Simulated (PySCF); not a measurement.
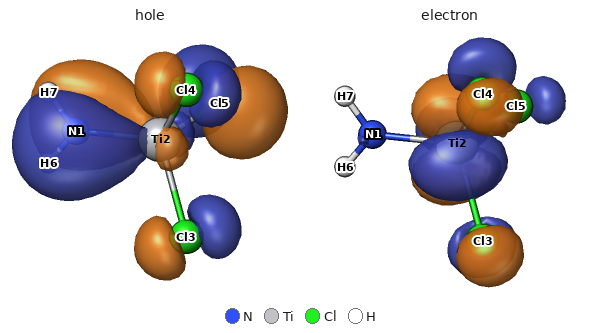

Figure. Cl$_{3}$H$_{2}$NTi, SMILES `N[Ti](Cl)(Cl)Cl`. Leading natural transition orbital pair of S₂ (TDA singlet states); the surfaces enclose about 85 % of each orbital's density.

Computed with PySCF, PBE0/def2-SVPD, geometry: GFN2-xTB. This is a single-reference result, which may miss multireference character in this system. No frequency check shows the geometry to be a minimum. GFN2-xTB bond lengths at metals and heavier atoms can be off by up to 0.1 Å and shapes distorted, which carries into these values.

The calculation's input:

```python
import numpy as np
from pyscf import gto, scf, dft, tdscf
from pyscf.scf import atom_ks, atom_hf
from scipy.linalg import block_diag

def solve(mol, dm0=None, hcore=None):
    mf = (dft.UKS if mol.spin else dft.RKS)(mol, xc='pbe0')
    mf.grids.level = 3
    mf = mf.density_fit(auxbasis='def2-universal-jkfit')
    mf.conv_tol, mf.max_cycle = 1e-8, 80
    if hcore is not None:
        mf.get_hcore = lambda *args: hcore
    mf.kernel(dm0)
    if not mf.converged:
        mf = mf.newton().run(mf.mo_coeff, mf.mo_occ, max_cycle=30)
    assert mf.converged, 'SCF not converged'
    return mf

mol = gto.M(atom='''
N     -0.00015     0.07863    -2.09842
Ti    -0.00019     0.01644    -0.28384
Cl    -1.72749     0.95410     0.53939
Cl     1.72311     0.96187     0.53929
Cl     0.00474    -1.98019     0.47009
H     -0.82785     0.08797    -2.69778
H      0.82720     0.09170    -2.69783
''', basis='def2-svpd', charge=0, spin=0, verbose=4)
mf = solve(mol)
td = mf.TDA()
td.nstates, td.singlet, td.conv_tol = 6, True, 1e-5
td.kernel()
td.analyze()
x, y = np.array([p[0] for p in td.xy]), np.array([p[1] + 0 * p[0] for p in td.xy])
f, mu = td.oscillator_strength(), td.transition_dipole()
nto = [td.get_nto(state=i + 1, verbose=4) for i in range(len(td.e))]
# spherically averaged free atoms, for the promolecule
atm = atom_ks.get_atm_nrks(mol, xc='pbe0')
pro = block_diag(*[(atm[a[0]][2] * atm[a[0]][3]) @ atm[a[0]][2].T for a in mol._atom])
np.savez('result.npz', e=td.e, f=f, ok=td.converged, w=[n[0] for n in nto], nto=[n[1] for n in nto], x=x, y=y, c=mf.mo_coeff, occ=mf.mo_occ, eps=mf.mo_energy, pro=pro, mu=mu)
```

Launched as:

```sh
OMP_NUM_THREADS=1 python input.py
```

The run took 2.7 min on 1 thread of Intel(R) Xeon(R) 6975P-C (Granite Rapids) (shared host), peak memory 0.78 GiB.

Question: Give its energy, strength and character.

Answer: 4.22 eV (294 nm), f = 0.011, ligand-to-metal charge transfer; the leading pair carries 98 %; hole on N1 (50 %), Cl5 (20 %) and Ti2 (11 %), electron on Ti2 (70 %), Cl3 and Cl4 (11 % each) and Cl5 (6 %); their centroids lie 1.2 Å apart. In canonical orbitals it is mainly HOMO → LUMO+1 (93 %). The HOMO–LUMO gap is 5.46 eV.
